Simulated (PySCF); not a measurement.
## Two runs on C2H9ClSi2

System: C2H9ClSi2, SMILES [SiH3]CC[SiH2]Cl.
Method of the first run: GIAO HF/pcSseg-1 NMR shielding, non-relativistic, gas phase (PySCF 2.14.0).

The geometry comes from this level: PBE0-D3(BJ)/def2-SVP. Text and figures count atoms from 1; the logs count them from 0 in places.

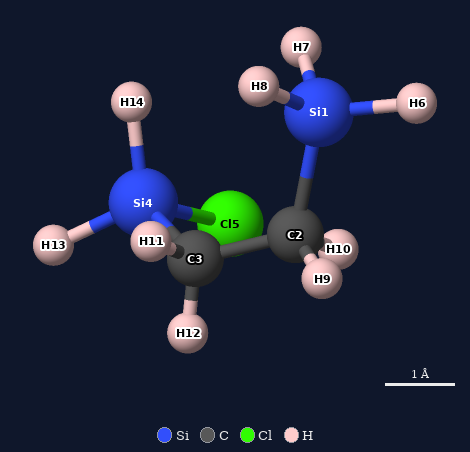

The structure (ball-and-stick view, seen at a tilt; atoms are numbered from 1 in the order of the input). Bond lengths as drawn: Cl–Si 2.08 Å, C–C 1.53 Å, C–H 1.10 to 1.11 Å, C–Si 1.88 to 1.89 Å and H–Si 1.49 to 1.50 Å.

## The input, the first run
```
{"job": {"kind": "nmr", "xc": "HF", "basis": "pcSseg-1", "pop": false}, "charge": 0, "multiplicity": 1}
Si     1.335591     0.565569     1.777159
C      2.467021    -0.226552     0.485936
C      3.454585     0.711570    -0.216250
Si     4.814960     1.431164     0.858854
Cl     5.726807    -0.129740     1.883903
H      0.319887    -0.431295     2.233465
H      2.108558     1.037413     2.966898
H      0.625804     1.743405     1.184990
H      1.809524    -0.708764    -0.258171
H      3.012739    -1.047869     0.982140
H      2.930999     1.566724    -0.682693
H      3.962628     0.185445    -1.043775
H      5.846911     2.097242     0.014422
H      4.301287     2.398100     1.869631
```

The first line tells a small driver script what to run in PySCF; the rest is the geometry in Å.

Command:
```bash
OMP_NUM_THREADS=1 python <driver script> task.json out
```

Hardware: 1 CPU thread, shared host.

## Output (the first run)
```
final grid: 106368 points
cycle   1  E = -1118.2465655161  dE =  2.207e-01  |g| = 3.998e-01  |ddm| = 3.078e+00
cycle   2  E = -1118.3066702667  dE = -6.010e-02  |g| = 1.414e-01  |ddm| = 6.264e-01
cycle   3  E = -1118.3128129430  dE = -6.143e-03  |g| = 4.652e-02  |ddm| = 2.032e-01
cycle   4  E = -1118.3136293600  dE = -8.164e-04  |g| = 7.705e-03  |ddm| = 7.592e-02
cycle   5  E = -1118.3136516783  dE = -2.232e-05  |g| = 2.256e-03  |ddm| = 1.306e-02
cycle   6  E = -1118.3136541120  dE = -2.434e-06  |g| = 6.781e-04  |ddm| = 4.457e-03
cycle   7  E = -1118.3136543990  dE = -2.870e-07  |g| = 1.645e-04  |ddm| = 1.674e-03
cycle   8  E = -1118.3136544188  dE = -1.985e-08  |g| = 4.015e-05  |ddm| = 4.558e-04
cycle   9  E = -1118.3136544199  dE = -1.062e-09  |g| = 1.107e-05  |ddm| = 1.033e-04
cycle  10  E = -1118.3136544200  dE = -6.094e-11  |g| = 2.916e-06  |ddm| = 2.495e-05
converged SCF energy = -1118.3136544200

GIAO shielding tensors (ppm)
atom      isotropic    diamagn.    paramagn.     s11        s22        s33       span
  0 Si     451.193     878.586    -427.393    419.906    439.009    494.663     74.757
  1 C      191.904     256.192     -64.287    183.875    192.151    199.687     15.812
  2 C      182.363     247.057     -64.694    172.955    185.332    188.801     15.847
  3 Si     402.813     870.480    -467.667    355.841    406.908    445.689     89.848
  4 Cl    1050.618    1145.591     -94.974   1012.437   1068.294   1071.121     58.684
  5 H       28.013      30.946      -2.933     24.628     25.423     33.989      9.361
  6 H       27.853      31.209      -3.356     23.785     27.772     32.004      8.219
  7 H       28.140      31.218      -3.077     24.908     26.171     33.341      8.432
  8 H       30.897      36.248      -5.352     24.749     28.602     39.339     14.589
  9 H       30.805      33.471      -2.667     25.249     30.593     36.571     11.321
 10 H       31.335      31.408      -0.074     26.196     29.412     38.397     12.201
 11 H       30.541      28.728       1.813     25.494     28.049     38.080     12.587
 12 H       27.132      24.296       2.836     22.853     25.315     33.228     10.376
 13 H       26.987      26.052       0.935     23.660     25.329     31.973      8.313
```

For the second run the input was changed thus:
```diff
-"xc": "HF"
+"xc": "B3LYP"
```

What does this change do to the results?

The total energies belong to different methods, so their difference says nothing on which is more stable or more accurate. The HOMO goes from −11.57 to −8.25 eV. The LUMO goes from 3.46 to 0.01 eV. The dipole moment goes from 2.17 to 1.97 D. Of all shieldings, the largest change is that of Si4, by −59.0 ppm. The method changes from HF to B3LYP. The SCF takes 11 iterations against 10.

## Output (the second run)
```
coarse grid: 12624 points
cycle   1  E = -1120.8012270644  dE =  3.973e-02  |g| = 4.316e-01  |ddm| = 3.214e+00
cycle   2  E = -1120.7720331431  dE =  2.919e-02  |g| = 5.472e-01  |ddm| = 9.302e-01
cycle   3  E = -1120.8494888747  dE = -7.746e-02  |g| = 4.562e-02  |ddm| = 5.587e-01
cycle   4  E = -1120.8499616437  dE = -4.728e-04  |g| = 2.314e-02  |ddm| = 7.762e-02
cycle   5  E = -1120.8500896673  dE = -1.280e-04  |g| = 3.736e-03  |ddm| = 2.865e-02
cycle   6  E = -1120.8500931616  dE = -3.494e-06  |g| = 8.230e-04  |ddm| = 5.619e-03
final grid: 106368 points
cycle   7  E = -1120.8759034972  dE = -1.151e-05  |g| = 4.015e-03  |ddm| = 1.206e-02
cycle   8  E = -1120.8758994635  dE =  4.034e-06  |g| = 5.548e-03  |ddm| = 8.730e-03
cycle   9  E = -1120.8759076377  dE = -8.174e-06  |g| = 3.574e-04  |ddm| = 5.283e-03
cycle  10  E = -1120.8759076648  dE = -2.712e-08  |g| = 6.466e-05  |ddm| = 4.097e-04
cycle  11  E = -1120.8759076656  dE = -7.860e-10  |g| = 2.417e-05  |ddm| = 8.270e-05
converged SCF energy = -1120.8759076656

GIAO shielding tensors (ppm)
atom      isotropic    diamagn.    paramagn.     s11        s22        s33       span
  0 Si     405.868     882.235    -476.367    369.074    394.768    453.761     84.687
  1 C      176.980     255.355     -78.375    169.106    174.719    187.115     18.009
  2 C      165.032     245.888     -80.856    154.615    169.509    170.972     16.357
  3 Si     343.837     874.039    -530.202    283.488    345.919    402.105    118.617
  4 Cl    1005.369    1145.952    -140.582    955.141   1028.661   1032.305     77.164
  5 H       27.586      31.105      -3.519     24.400     25.152     33.207      8.807
  6 H       27.366      30.985      -3.620     23.485     27.295     31.317      7.833
  7 H       27.746      31.620      -3.874     24.736     25.832     32.671      7.935
  8 H       30.394      36.304      -5.910     24.610     28.657     37.914     13.303
  9 H       30.225      32.672      -2.447     25.259     30.377     35.039      9.780
 10 H       30.766      31.583      -0.817     26.179     29.315     36.804     10.625
 11 H       29.981      28.257       1.724     25.261     27.971     36.713     11.452
 12 H       26.459      24.008       2.451     22.276     24.866     32.236      9.960
 13 H       26.229      26.138       0.091     22.996     24.717     30.974      7.978
```

## The two runs side by side

| quantity | the first run | the second run |
| --- | --- | --- |
| outcome | converged | converged |
| total energy (hartree) | −1118.313654 | −1120.875908 |
| HOMO (eV) | −11.57 | −8.25 |
| LUMO (eV) | 3.46 | 0.01 |
| dipole moment (D) | 2.17 | 1.97 |
| shielding of Si1 (ppm) | 451.2 | 405.9 |
| shielding of C2 (ppm) | 191.9 | 177.0 |
| shielding of C3 (ppm) | 182.4 | 165.0 |
| shielding of Si4 (ppm) | 402.8 | 343.8 |
| shielding of Cl5 (ppm) | 1050.6 | 1005.4 |
| shielding of H13 (ppm) | 27.1 | 26.5 |
| shielding of H14 (ppm) | 27.0 | 26.2 |
| SCF iterations | 10 | 11 |
| basis functions | 151 | 151 |
| wall time (shared host) | 7 s | 12 s |
